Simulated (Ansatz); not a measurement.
# Geometry relaxation of SiH₃F₃

- system: SiH₃F₃
- method: RKS CAM-B3LYP-D4/cc-pVDZ (Ansatz 0.2.0)

The input holds or restrains some coordinates. It belongs to a series of runs on one base structure; here: pulled along the bonds that form and break, towards end B. Figures and captions count atoms from 1; the log counts them from 0 in places.

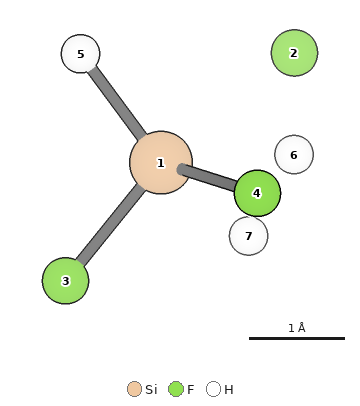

*The starting structure (ball-and-stick view, seen at a tilt; atoms are numbered from 1 in the order of the input).*

Bond lengths as drawn: F–Si 1.58 to 1.60 Å and H–Si 1.43 Å.

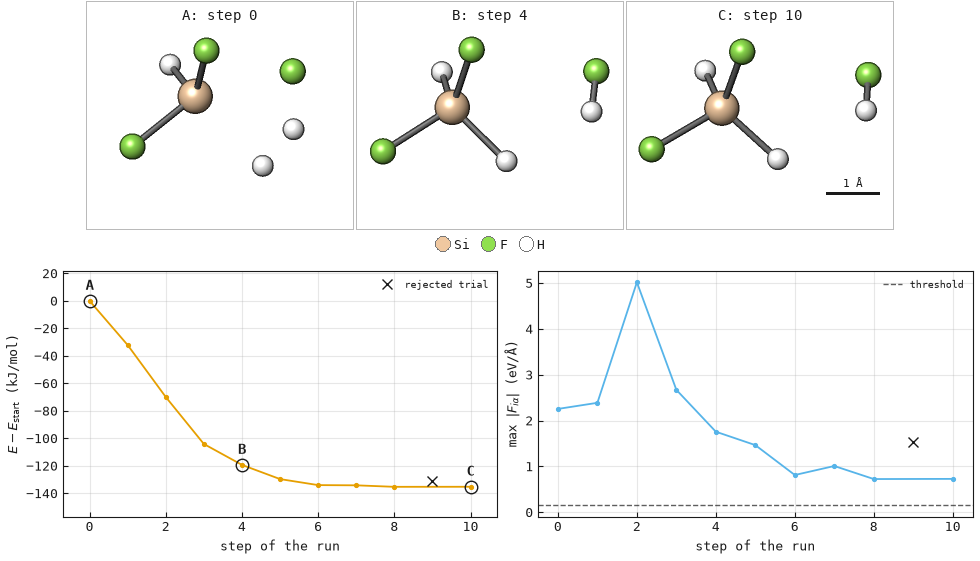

*Frames of the restrained relaxation (ball-and-stick view, seen at a tilt) above the curves, on which the letters mark them (the first geometry is step 0 here and step 1 in the log).*

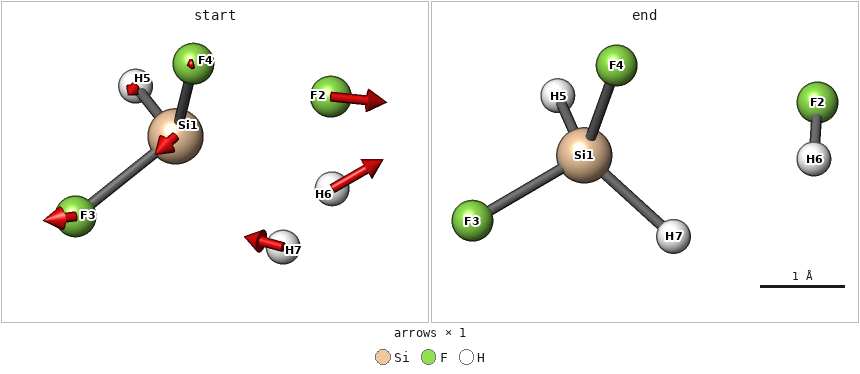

*Before (left) and after (right) the restrained relaxation, at one scale (ball-and-stick view, seen at a tilt). The red arrows give the displacements, at true length.*

The largest move after the best rigid fit is that of H6, 0.72 Å. By element the largest moves are H 0.72 Å, F 0.69 Å, Si 0.36 Å. Among the contacts that change: Si1–H7 1.873 → 1.446 Å, F2–H6 1.209 → 0.912 Å, Si1–F4 1.579 → 1.630 Å, Si1–H5 1.427 → 1.476 Å. New bonds form: F2–H6 (1.21 → 0.91 Å), Si1–H7 (1.87 → 1.45 Å). Among the angles that change: F4–Si1–H5 120.4° → 109.6°, F3–Si1–F4 101.0° → 107.1°, F3–Si1–H5 104.3° → 108.4°. The energy falls by 135.2 kJ/mol in 10 geometry steps. The largest force component goes from 2.3 to 0.73 eV/Å. The line search rejected the trial step at point 9 (counted from 0) and went back. (Atoms are counted from 1 in the order of the input.)

These pictures come from the run below.

Input file
```yaml
crystal:
  periodic: [false, false, false]
  atoms:
    - { symbol: Si, position_ang: [-0.1815, 0.405, -0.2865] }
    - { symbol: F, position_ang: [1.4017, -0.3156, 0.7001] }
    - { symbol: F, position_ang: [-1.5535, 0.3442, -1.1139] }
    - { symbol: F, position_ang: [-0.6724, 1.0595, 1.0645] }
    - { symbol: H, position_ang: [0.7168, 1.1066, -1.145] }
    - { symbol: H, position_ang: [0.5796, -1.1959, 0.5931] }
    - { symbol: H, position_ang: [-0.2907, -1.4038, 0.1877] }
basis:
  gaussian: { orbitals: cc-pVDZ }
hamiltonian:
  xc: cam_b3lyp
  dispersion: d4
relax:
  f_tol: 0.15
  max_steps: 25
  restrain:
    - { distance: [0, 6], at: 1.42, k: 30.0 }
    - { distance: [5, 1], at: 0.88, k: 30.0 }
    - { distance: [0, 1], at: 2.98, k: 30.0 }
    - { distance: [5, 6], at: 1.92, k: 30.0 }
```

Run as:
```bash
ansatz run input.yaml --threads 2 --pin off --max-ram 3072MiB --backend cpu --events-out ev --progress --plain --runs-dir out
```

Log
```
The last accepted step is kept in [file] (removed where the run ends without a failure and the disk answers)
Engine: ansatz 0.2.0, aarch64-unknown-linux-gnu
Functional definition: CAM-B3LYP
  parameter alpha = 0.19
  parameter beta = 0.46
  parameter omega = 0.33/bohr
  parameter ac = 0.81
  exchange = (1 - alpha - beta)*b88_x + beta*b88_x_sr(omega) + alpha*exact_x + beta*exact_x_lr(omega)
  correlation = (1 - ac)*vwn5_c + ac*lyp_c
781 factors; integrals over basis functions are off by at most 4.1e-4 eV
228 factors; integrals over basis functions are off by at most 9.1e-7 eV
mean field evaluation 1: about -16072.9050 eV, gradient 4.9e1 eV
mean field evaluation 2: about -16070.1817 eV, gradient 6.7e1 eV
mean field evaluation 4: about -16076.6561 eV, gradient 2.0e0 eV
mean field evaluation 8: about -16076.6833 eV, gradient 4.2e-2 eV
mean field evaluation 16: about -16076.6833 eV, gradient 5.4e-6 eV
mean field -16076.68332250 eV, -590.8072149347 hartree, gradient 5.4e-6 eV, S^2 0.000000; 0 other end points of the search recorded, 0 dependent functions left out
the calculation of the forces begins
reference -16076.68341784 eV, -590.8072184383 hartree; 22, 22 occupied and 53, 53 virtual orbitals, 781 factors
relax step   1: F+E_penalty+E_count = -16076.76550070 eV  Δ(F+E_penalty+E_count) = +0.000e0 eV  max|allowed force component| = 2.255e0 eV/Å  E_restraint = 32.30569062 eV  max|allowed force component, restraints' pulls added| = 3.186e1 eV/Å  Δτ_max = 0.0000 Å  (26 SCF iters, accepted)
  distance Si 0 - H 6 = 1.8731 Å
  distance H 5 - F 1 = 1.2092 Å
  distance Si 0 - F 1 = 1.9998 Å
  distance H 5 - H 6 = 0.9823 Å
these checks for a lower state are left out or cut short: starts, cluster_reference, orbital_swaps, neighbouring_geometries, increment
782 factors; integrals over basis functions are off by at most 9.6e-4 eV
228 factors; integrals over basis functions are off by at most 1.1e-6 eV
mean field -16077.02116720 eV, -590.8196304982 hartree, gradient 8.5e-5 eV, S^2 0.000000; 0 other end points of the search recorded, 0 dependent functions left out
[... from here on the field's lines of each further geometry are left out, up to the last ...]
relax step   2: F+E_penalty+E_count = -16077.09867389 eV  Δ(F+E_penalty+E_count) = -3.332e-1 eV  max|allowed force component| = 2.388e0 eV/Å  E_restraint = 15.51241991 eV  max|allowed force component, restraints' pulls added| = 2.219e1 eV/Å  Δτ_max = 0.1943 Å  (30 SCF iters, accepted)
relax step   3: F+E_penalty+E_count = -16077.49035337 eV  Δ(F+E_penalty+E_count) = -3.917e-1 eV  max|allowed force component| = 5.017e0 eV/Å  E_restraint = 5.06578248 eV  max|allowed force component, restraints' pulls added| = 9.755e0 eV/Å  Δτ_max = 0.1946 Å  (30 SCF iters, accepted)
relax step   4: F+E_penalty+E_count = -16077.84439433 eV  Δ(F+E_penalty+E_count) = -3.540e-1 eV  max|allowed force component| = 2.671e0 eV/Å  E_restraint = 0.67690549 eV  max|allowed force component, restraints' pulls added| = 6.271e0 eV/Å  Δτ_max = 0.1913 Å  (28 SCF iters, accepted)
relax step   5: F+E_penalty+E_count = -16078.00199713 eV  Δ(F+E_penalty+E_count) = -1.576e-1 eV  max|allowed force component| = 1.758e0 eV/Å  E_restraint = 0.04481237 eV  max|allowed force component, restraints' pulls added| = 1.974e0 eV/Å  Δτ_max = 0.1942 Å  (28 SCF iters, accepted)
relax step   6: F+E_penalty+E_count = -16078.10898274 eV  Δ(F+E_penalty+E_count) = -1.070e-1 eV  max|allowed force component| = 1.465e0 eV/Å  E_restraint = 0.03095291 eV  max|allowed force component, restraints' pulls added| = 8.156e-1 eV/Å  Δτ_max = 0.2000 Å  (28 SCF iters, accepted)
relax step   7: F+E_penalty+E_count = -16078.15433887 eV  Δ(F+E_penalty+E_count) = -4.536e-2 eV  max|allowed force component| = 8.132e-1 eV/Å  E_restraint = 0.02819401 eV  max|allowed force component, restraints' pulls added| = 5.485e-1 eV/Å  Δτ_max = 0.2000 Å  (28 SCF iters, accepted)
relax step   8: F+E_penalty+E_count = -16078.15596164 eV  Δ(F+E_penalty+E_count) = -1.623e-3 eV  max|allowed force component| = 1.010e0 eV/Å  E_restraint = 0.02217643 eV  max|allowed force component, restraints' pulls added| = 4.742e-1 eV/Å  Δτ_max = 0.1751 Å  (32 SCF iters, accepted)
relax step   9: F+E_penalty+E_count = -16078.16729287 eV  Δ(F+E_penalty+E_count) = -1.133e-2 eV  max|allowed force component| = 7.253e-1 eV/Å  E_restraint = 0.02673611 eV  max|allowed force component, restraints' pulls added| = 2.221e-2 eV/Å  Δτ_max = 0.0634 Å  (28 SCF iters, accepted)
relax step  10: F+E_penalty+E_count = -16078.12244723 eV  Δ(F+E_penalty+E_count) = +4.485e-2 eV  max|allowed force component| = 1.527e0 eV/Å  E_restraint = 0.13801601 eV  max|allowed force component, restraints' pulls added| = 3.318e0 eV/Å  Δτ_max = 0.1952 Å  (30 SCF iters, rejected (line search))
the calculation of the forces begins
reference -16078.09470788 eV, -590.8590823906 hartree; 22, 22 occupied and 53, 53 virtual orbitals, 781 factors
relax step  11: F+E_penalty+E_count = -16078.16684749 eV  Δ(F+E_penalty+E_count) = +4.454e-4 eV  max|allowed force component| = 7.289e-1 eV/Å  E_restraint = 0.02613726 eV  max|allowed force component, restraints' pulls added| = 3.197e-2 eV/Å  Δτ_max = 0.0074 Å  (23 SCF iters, accepted)
  distance Si 0 - H 6 = 1.4457 Å
  distance H 5 - F 1 = 0.9121 Å
  distance Si 0 - F 1 = 2.9744 Å
  distance H 5 - H 6 = 1.9245 Å
781 factors; integrals over basis functions are off by at most 8.4e-4 eV
228 factors; integrals over basis functions are off by at most 1.1e-6 eV
mean field evaluation 96: about -16078.0946 eV, gradient 1.3e-5 eV
mean field -16078.09461271 eV, -590.8590788933 hartree, gradient 2.0e-5 eV, S^2 0.000000; 1 other end points of the search recorded, 0 dependent functions left out
the calculation of the forces begins
reference -16078.09470788 eV, -590.8590823906 hartree; 22, 22 occupied and 53, 53 virtual orbitals, 781 factors
Total energy: -16078.16694266 eV, -590.8617369697 hartree
Atom 0 at    -0.518621     0.360892    -0.447190 Å, force     0.013674     0.709608    -0.033601 eV/Å
Atom 1 at     1.844872    -0.730364     0.991662 Å, force     0.690259     0.617044    -0.216200 eV/Å
Atom 2 at    -1.935472     0.493879    -1.242139 Å, force    -0.008784     0.000210    -0.011631 eV/Å
Atom 3 at    -0.710802     1.087466     0.999580 Å, force     0.001105    -0.015369    -0.008579 eV/Å
Atom 4 at     0.519737     1.067440    -1.222365 Å, force     0.001938    -0.009005    -0.005124 eV/Å
Atom 5 at     1.095014    -1.233681     1.119193 Å, force    -0.707859    -0.573613     0.237788 eV/Å
Atom 6 at    -0.294727    -1.045631    -0.198741 Å, force     0.009668    -0.728875     0.037348 eV/Å
Dipole moment:     0.069355    -0.346779    -0.075939 e Å
```

Trajectory as extended XYZ (Å, eV, eV/Å), 11 frames, from step=1 to step=11
```
7
Properties=species:S:1:pos:R:3:forces:R:3 step=1 energy=-16076.76550
Si   -0.1815    0.4050   -0.2865    1.4119  -2.2547   1.2223
F     1.4017   -0.3156    0.7001   -0.5212  -0.0290  -0.4106
F    -1.5535    0.3442   -1.1139   -0.7589  -0.4042  -0.7908
F    -0.6724    1.0595    1.0645   -0.4490   0.9721   1.4305
H     0.7168    1.1066   -1.1450    0.5188   0.3547  -0.6252
H     0.5796   -1.1959    0.5931    0.2238   0.8061  -0.2350
H    -0.2907   -1.4038    0.1877   -0.4254   0.5551  -0.5911
7
Properties=species:S:1:pos:R:3:forces:R:3 step=2 energy=-16077.09867
Si   -0.2696    0.3668   -0.3144    1.6877  -2.3284   1.3446
F     1.5311   -0.4023    0.7878   -2.0618  -1.8681  -0.3740
F    -1.5982    0.3402   -1.1385   -2.3882   0.2223  -1.8261
F    -0.6808    1.0611    1.0643   -0.0177   0.7187   0.8869
H     0.7095    1.0995   -1.1457    0.0211  -0.2720   0.1574
H     0.7460   -1.1355    0.6617    2.0863   1.8515   0.3249
H    -0.4379   -1.3298    0.0848    0.6726   1.6760  -0.5137
7
Properties=species:S:1:pos:R:3:forces:R:3 step=3 energy=-16077.49035
Si   -0.3917    0.3281   -0.3626    4.5436  -1.0453   3.1849
F     1.6353   -0.5034    0.8721   -0.1082  -0.0677  -0.0757
F    -1.6593    0.3519   -1.1774   -5.0170   0.6779  -3.4662
F    -0.6800    1.0649    1.0634    0.0763   0.1770  -0.1182
H     0.7025    1.0884   -1.1365   -0.6912  -0.8071   0.5691
H     0.9211   -1.1010    0.7393    0.3112  -0.1699   0.2441
H    -0.5280   -1.2289    0.0017    0.8854   1.2351  -0.3380
7
Properties=species:S:1:pos:R:3:forces:R:3 step=4 energy=-16077.84439
Si   -0.4755    0.3201   -0.4024    2.5064   0.4844   2.0429
F     1.7723   -0.5963    0.9679    1.8767   1.5211   0.2792
F    -1.7728    0.3843   -1.2573   -2.6710   0.7133  -1.8796
F    -0.6775    1.0679    1.0476   -0.0821  -0.0332  -0.4916
H     0.6562    1.0478   -1.1038   -0.5230  -0.6095   0.2232
H     1.0611   -1.1108    0.8153   -1.8987  -1.6894  -0.2321
H    -0.5639   -1.1130   -0.0674    0.7917  -0.3867   0.0580
7
Properties=species:S:1:pos:R:3:forces:R:3 step=5 energy=-16078.00200
Si   -0.5192    0.3755   -0.4249   -1.1790  -0.9394   1.7092
F     1.8649   -0.6649    0.9930    1.2517   1.1910  -0.0168
F    -1.8521    0.4565   -1.3276   -0.6059   0.3911  -0.3425
F    -0.7207    1.1248    1.0126   -0.1795   0.0622  -0.2155
H     0.5292    0.9829   -1.0761    1.7578   0.9873  -1.2050
H     1.1608   -1.2228    0.9388   -1.3424  -1.1964  -0.0123
H    -0.4628   -1.0519   -0.1158    0.2973  -0.4959   0.0830
7
Properties=species:S:1:pos:R:3:forces:R:3 step=6 energy=-16078.10898
Si   -0.5757    0.3489   -0.4030    0.7752   1.4654  -0.6197
F     1.7995   -0.6721    1.0666    0.4703   0.7728   0.0166
F    -1.9290    0.5428   -1.2981   -0.0304  -0.3330   0.2557
F    -0.7755    1.2039    0.9712   -0.1470  -0.3015   0.0132
H     0.5102    1.0170   -1.1919   -0.2212  -0.2239   0.2080
H     1.2507   -1.3965    0.9808   -0.4500  -0.7296   0.0026
H    -0.2802   -1.0441   -0.1257   -0.3969  -0.6501   0.1236
7
Properties=species:S:1:pos:R:3:forces:R:3 step=7 energy=-16078.15434
Si   -0.5110    0.3551   -0.4655   -0.0990   0.7695   0.4672
F     1.8120   -0.6585    1.0975    0.4750   0.5718  -0.0871
F    -1.9575    0.5104   -1.1959    0.0166   0.0527  -0.1994
F    -0.6835    1.0675    0.9964    0.0824  -0.0453  -0.1905
H     0.5469    1.0364   -1.2355   -0.0617   0.0219  -0.0723
H     1.1201   -1.2537    1.0314   -0.5231  -0.5574   0.0579
H    -0.3271   -1.0572   -0.2285    0.1097  -0.8132   0.0243
7
Properties=species:S:1:pos:R:3:forces:R:3 step=8 energy=-16078.15596
Si   -0.5096    0.3781   -0.4551   -0.0038   0.4912  -0.1783
F     1.8255   -0.7823    0.9743    1.0097   0.7276  -0.3261
F    -1.9450    0.4612   -1.2218   -0.0475   0.0391  -0.0333
F    -0.6984    1.0933    0.9929   -0.0009   0.0690   0.1395
H     0.4907    1.1114   -1.2530    0.0236   0.0342   0.0009
H     1.0705   -1.2409    1.1817   -0.9702  -0.6604   0.3822
H    -0.2336   -1.0209   -0.2190   -0.0110  -0.7006   0.0151
7
Properties=species:S:1:pos:R:3:forces:R:3 step=9 energy=-16078.16729
Si   -0.5172    0.3612   -0.4489    0.0090   0.7030  -0.0384
F     1.8434   -0.7332    0.9932    0.6646   0.5919  -0.2147
F    -1.9373    0.4923   -1.2384   -0.0096   0.0019  -0.0143
F    -0.7063    1.0854    0.9993    0.0020  -0.0137  -0.0013
H     0.5169    1.0715   -1.2264    0.0025  -0.0105  -0.0042
H     1.0905   -1.2319    1.1248   -0.6803  -0.5473   0.2374
H    -0.2901   -1.0454   -0.2036    0.0120  -0.7253   0.0355
7
Properties=species:S:1:pos:R:3:forces:R:3 step=10 energy=-16078.12245 accepted=F
Si   -0.5317    0.3367   -0.4418    0.0733   1.0365   0.3611
F     1.8395   -0.5974    1.0989   -1.5273  -1.3504  -0.4584
F    -1.9320    0.5468   -1.2510    0.0750  -0.0460  -0.0465
F    -0.7154    1.0892    1.0019    0.0142  -0.1533  -0.2995
H     0.5707    0.9878   -1.1905   -0.1358  -0.1125   0.0046
H     1.1697   -1.2817    0.9535    1.4397   1.3371   0.4062
H    -0.4008   -1.0815   -0.1711    0.0610  -0.7114   0.0325
7
Properties=species:S:1:pos:R:3:forces:R:3 step=11 energy=-16078.16685
Si   -0.5186    0.3609   -0.4472    0.0137   0.7096  -0.0336
F     1.8449   -0.7304    0.9917    0.6903   0.6170  -0.2162
F    -1.9355    0.4939   -1.2421   -0.0088   0.0002  -0.0116
F    -0.7108    1.0875    0.9996    0.0011  -0.0154  -0.0086
H     0.5197    1.0674   -1.2224    0.0019  -0.0090  -0.0051
H     1.0950   -1.2337    1.1192   -0.7079  -0.5736   0.2378
H    -0.2947   -1.0456   -0.1987    0.0097  -0.7289   0.0373
```

Results in brief

| quantity | value |
| --- | --- |
| outcome | converged under the restraints of the input |
| total energy | −16078.1669 eV |
| mean-field energy | −16078.0947 eV |
| largest force (length of the vector) at the end, held atoms and coordinates included | 0.951 eV/Å |
| hardware | 2 threads of Arm Neoverse V1, 24 GiB of memory available, shared host |
| wall time | 17 s (CPU time 31 s) |
| peak memory | 0.19 GiB |
